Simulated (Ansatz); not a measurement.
# SiCl (doublet): wB97M-V, B2PLYP, RPA-PBE over a scan of the distance Si1–Cl2, cc-pVTZ, part 2 of 2

Ansatz 0.2.0, Gaussian basis; cc-pVTZ, all electrons in the functionals, frozen cores in the correlation of double hybrids and RPA. The steps go on from the part before.

## Step 14: RPA-PBE, 1.856 Å

The input, in.yaml:

```yaml
crystal:
  periodic: [false, false, false]
  atoms:
    - {symbol: Si, position_ang: [0.000000, 0.000000, 0.000000]}
    - {symbol: Cl, position_ang: [0.000000, 0.000000, 1.856000]}
basis:
  gaussian: {orbitals: cc-pVTZ}
magnetization: {spin_polarized: true, initial_magnetization: 1}
hamiltonian: {xc: {name: PBE}}
correlation: {method: rpa, electrons: outside_noble_gas}
```

The run is started by

```console
$ ansatz run in.yaml --threads 1 --pin off --events-out ev --progress --plain --max-ram 4096MiB --backend cpu
```

The program printed, cut to the lines that bear on the results:

```text
Functional definition: PBE
  name "PBE"
  cite "Perdew, Burke & Ernzerhof, Phys. Rev. Lett. 77, 3865 (1996) doi:10.1103/PhysRevLett.77.3865"
  parent pbe
[...]
413 factors; integrals over basis functions are off by at most 6.7e-4 eV
[...]
mean field -20390.48446171 eV, -749.3364828009 hartree, gradient 1.6e-6 eV, S^2 0.755156; 4 other end points of the search recorded, 0 dependent functions left out
10 core orbitals not correlated: weight in the atoms' cores, before any rotation towards them, 1.000 or more for the frozen orbitals, at most 0.000 for the correlated occupied ones
reference -20365.30780913 eV, -748.4112578842 hartree; 6, 5 occupied and 52, 53 virtual orbitals, 413 factors
Total energy: -20377.92150146 eV, -748.8748025272 hartree
```

It took 2 s on 1 thread of AMD EPYC 7R13, shared host; peak memory 0.25 GiB.

From the report: ⟨S²⟩ of the determinant 0.755 (pure doublet: 0.75).

## Step 15: RPA-PBE, 2.067 Å

in.yaml: that of step 14 with these lines changed.

```diff
@@ -4,3 +4,3 @@
     - {symbol: Si, position_ang: [0.000000, 0.000000, 0.000000]}
-    - {symbol: Cl, position_ang: [0.000000, 0.000000, 1.856000]}
+    - {symbol: Cl, position_ang: [0.000000, 0.000000, 2.067100]}
 basis:
```

Launched as before.

The program printed, cut to the lines that bear on the results:

```text
Functional definition: PBE
  name "PBE"
  cite "Perdew, Burke & Ernzerhof, Phys. Rev. Lett. 77, 3865 (1996) doi:10.1103/PhysRevLett.77.3865"
  parent pbe
[...]
409 factors; integrals over basis functions are off by at most 8.9e-4 eV
[...]
mean field -20391.10287925 eV, -749.3592092266 hartree, gradient 1.6e-6 eV, S^2 0.755132; 2 other end points of the search recorded, 0 dependent functions left out
10 core orbitals not correlated: weight in the atoms' cores, before any rotation towards them, 1.000 or more for the frozen orbitals, at most 0.000 for the correlated occupied ones
reference -20365.86788377 eV, -748.4318402474 hartree; 6, 5 occupied and 52, 53 virtual orbitals, 409 factors
Total energy: -20378.55939422 eV, -748.8982446538 hartree
```

Wall time 1.8 s (1 thread of AMD EPYC 7R13, shared host); peak memory 0.25 GiB.

From the report: ⟨S²⟩ of the determinant 0.755 (pure doublet: 0.75).

## Step 16: RPA-PBE, 2.287 Å

in.yaml: that of step 15 with these lines changed.

```diff
@@ -4,3 +4,3 @@
     - {symbol: Si, position_ang: [0.000000, 0.000000, 0.000000]}
-    - {symbol: Cl, position_ang: [0.000000, 0.000000, 2.067100]}
+    - {symbol: Cl, position_ang: [0.000000, 0.000000, 2.287000]}
 basis:
```

Same command.

The program printed, cut to the lines that bear on the results:

```text
Functional definition: PBE
  name "PBE"
  cite "Perdew, Burke & Ernzerhof, Phys. Rev. Lett. 77, 3865 (1996) doi:10.1103/PhysRevLett.77.3865"
  parent pbe
[...]
409 factors; integrals over basis functions are off by at most 8.8e-4 eV
[...]
mean field -20390.90033224 eV, -749.3517657611 hartree, gradient 6.8e-6 eV, S^2 0.755214; 2 other end points of the search recorded, 0 dependent functions left out
10 core orbitals not correlated: weight in the atoms' cores, before any rotation towards them, 1.000 or more for the frozen orbitals, at most 0.000 for the correlated occupied ones
reference -20365.57458586 eV, -748.4210617479 hartree; 6, 5 occupied and 52, 53 virtual orbitals, 409 factors
Total energy: -20378.35166913 eV, -748.8906108978 hartree
```

It took 1.8 s on 1 thread of AMD EPYC 7R13, shared host; peak memory 0.25 GiB.

From the report: ⟨S²⟩ of the determinant 0.755 (pure doublet: 0.75).

From 2.067 Å: +20.0 kJ/mol.

## Step 17: RPA-PBE, 2.803 Å

in.yaml: that of step 16 with these lines changed.

```diff
@@ -4,3 +4,3 @@
     - {symbol: Si, position_ang: [0.000000, 0.000000, 0.000000]}
-    - {symbol: Cl, position_ang: [0.000000, 0.000000, 2.287000]}
+    - {symbol: Cl, position_ang: [0.000000, 0.000000, 2.803000]}
 basis:
```

Launched as before.

The program printed, cut to the lines that bear on the results:

```text
Functional definition: PBE
  name "PBE"
  cite "Perdew, Burke & Ernzerhof, Phys. Rev. Lett. 77, 3865 (1996) doi:10.1103/PhysRevLett.77.3865"
  parent pbe
[...]
407 factors; integrals over basis functions are off by at most 8.2e-4 eV
[...]
mean field -20389.58960462 eV, -749.3035974097 hartree, gradient 6.1e-6 eV, S^2 0.758243; 8 other end points of the search recorded, 0 dependent functions left out
10 core orbitals not correlated: weight in the atoms' cores, before any rotation towards them, 1.000 or more for the frozen orbitals, at most 0.000 for the correlated occupied ones
reference -20363.99548535 eV, -748.3630308747 hartree; 6, 5 occupied and 52, 53 virtual orbitals, 407 factors
Total energy: -20377.02642279 eV, -748.8419089929 hartree
```

It took 6 s on 1 thread of AMD EPYC 7R13, shared host; peak memory 0.25 GiB.

From the report: ⟨S²⟩ of the determinant 0.758 (pure doublet: 0.75).

From 2.067 Å: +147.9 kJ/mol.

## Step 18: RPA-PBE, 3.776 Å

in.yaml: that of step 17 with these lines changed.

```diff
@@ -4,3 +4,3 @@
     - {symbol: Si, position_ang: [0.000000, 0.000000, 0.000000]}
-    - {symbol: Cl, position_ang: [0.000000, 0.000000, 2.803000]}
+    - {symbol: Cl, position_ang: [0.000000, 0.000000, 3.776000]}
 basis:
```

The command is unchanged.

The program printed, cut to the lines that bear on the results:

```text
Functional definition: PBE
  name "PBE"
  cite "Perdew, Burke & Ernzerhof, Phys. Rev. Lett. 77, 3865 (1996) doi:10.1103/PhysRevLett.77.3865"
  parent pbe
[...]
404 factors; integrals over basis functions are off by at most 7.8e-4 eV
[...]
mean field -20387.77361096 eV, -749.2368608737 hartree, gradient 2.5e-6 eV, S^2 1.048502; 9 other end points of the search recorded, 0 dependent functions left out
10 core orbitals not correlated: weight in the atoms' cores, before any rotation towards them, 1.000 or more for the frozen orbitals, at most 0.000 for the correlated occupied ones
reference -20361.48986645 eV, -748.2709510787 hartree; 6, 5 occupied and 52, 53 virtual orbitals, 404 factors
Total energy: -20375.48321837 eV, -748.7851972765 hartree
```

Run time: 8.5 s. Hardware: 1 thread of AMD EPYC 7R13, shared host; peak memory 0.25 GiB.

From the report: ⟨S²⟩ of the determinant 1.049 (pure doublet: 0.75).

From 2.067 Å: +296.8 kJ/mol.

## Step 19: RPA-PBE, 5.675 Å

in.yaml: that of step 18 with these lines changed.

```diff
@@ -4,3 +4,3 @@
     - {symbol: Si, position_ang: [0.000000, 0.000000, 0.000000]}
-    - {symbol: Cl, position_ang: [0.000000, 0.000000, 3.776000]}
+    - {symbol: Cl, position_ang: [0.000000, 0.000000, 5.675000]}
 basis:
```

The command is unchanged.

The program printed, cut to the lines that bear on the results:

```text
Functional definition: PBE
  name "PBE"
  cite "Perdew, Burke & Ernzerhof, Phys. Rev. Lett. 77, 3865 (1996) doi:10.1103/PhysRevLett.77.3865"
  parent pbe
[...]
400 factors; integrals over basis functions are off by at most 4.8e-4 eV
[...]
mean field -20387.04567849 eV, -749.2101098488 hartree, gradient 3.0e-9 eV, S^2 1.450962; 31 other end points of the search recorded, 0 dependent functions left out
10 core orbitals not correlated: weight in the atoms' cores, before any rotation towards them, 1.000 or more for the frozen orbitals, at most 0.000 for the correlated occupied ones
reference -20361.66850497 eV, -748.2775159231 hartree; 6, 5 occupied and 52, 53 virtual orbitals, 400 factors
Total energy: -20375.40046463 eV, -748.7821561325 hartree
```

It took 67 s on 1 thread of AMD EPYC 7R13, shared host; peak memory 0.25 GiB.

From the report: ⟨S²⟩ of the determinant 1.451 (pure doublet: 0.75). The determinant of RPA-PBE (⟨S²⟩ 1.45) is far from a pure spin state, so its energy mixes those of several spin states; that is harmless only where they are near-degenerate.

From 2.067 Å: +304.8 kJ/mol.

## Step 20: Against the wave-function levels

The yardstick is UCCSDT(Q), where the cluster series has nearly closed. It comes from earlier runs at the same points. Energies in kJ/mol, counted from 2.067 Å; blanks weren't run or aren't comparable.

```tsv
level	1.856 Å	2.067 Å	2.287 Å	2.803 Å	3.776 Å	5.675 Å
UCCSDT(Q)	58.3	0.0	23.5	160.6		399.6
wB97M-V	55.2	0.0	24.7	163.8	364.4	432.3
B2PLYP	57.4	0.0	22.3	155.4	351.7	413.7
RPA-PBE	61.5	0.0	20.0	147.9	296.8	304.8
```

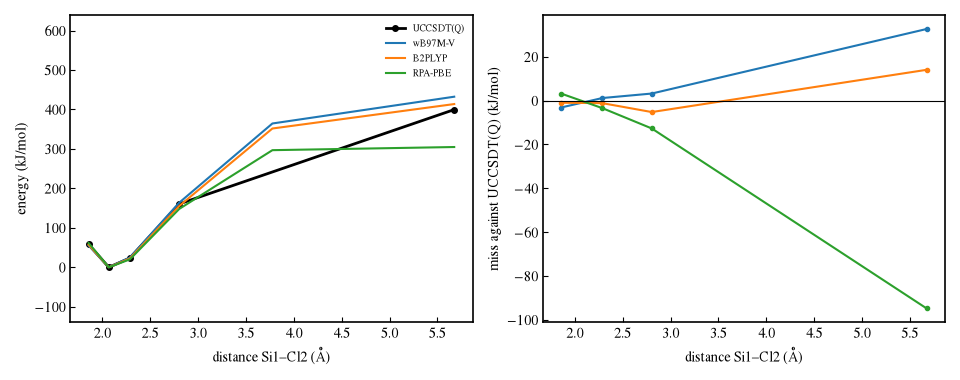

Left: the curves (the axis may cut off levels that run far away). Right: misses against UCCSDT(Q), in the same colours.

Largest miss and mean time a point (UCCSDT(Q) took 29 s a point; shared hosts):

```tsv
level	largest miss (kJ/mol)	where	time a point
wB97M-V	+32.7	5.675 Å	18 s
B2PLYP	+14.1	5.675 Å	5.2 s
RPA-PBE	-94.8	5.675 Å	14 s
```

## Step 21: Outcome

This closing draws on all 2 parts.

| quantity | value |
| --- | --- |
| span of the UCCSDT(Q) curve (points where it is known) | 399.6 kJ/mol |
| largest miss, wB97M-V | +32.7 kJ/mol (5.675 Å) |
| largest miss, B2PLYP | +14.1 kJ/mol (5.675 Å) |
| largest miss, RPA-PBE | -94.8 kJ/mol (5.675 Å) |

**Reading.** Misses are known at 4 of 5 points at best, and only functionals with that many are ranked. Of the functionals, B2PLYP keep the smallest largest miss at the points compared (at most 14.1 kJ/mol) and RPA-PBE strays most (94.8 kJ/mol, at 5.675 Å). wB97M-V, B2PLYP, RPA-PBE clearly break the spin symmetry at some points (⟨S²⟩ up to 1.00 above the pure value), so energy there is bought with a mixed spin. Functionals and the yardstick converge differently with the basis, so part of each miss in cc-pVTZ is the basis.
